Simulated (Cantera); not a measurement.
Charge: 1 mol SiCl4, 0.57 mol Cl2, 0.44 mol H2, at 13300 Pa.

These are equilibrium values from Cantera (NASA tables, ideal gas, pure condensed phases), not measurements of a reactor. Candidate condensed phases: Si; 19 gas species. The tables' values for SiCl3 are old estimates; treat these amounts as uncertain. Rates play no part.

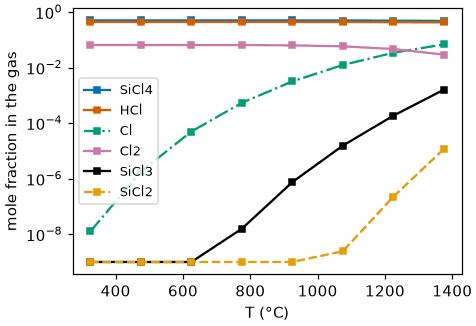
Equilibrium gas composition (values under 1e-9 drawn at 1e-9)

Task: Read off the mole fractions at 325 °C.

Result: SiCl4 about 0.50, HCl about 0.44, Cl2 about 0.065, Cl about 1.3e-8.
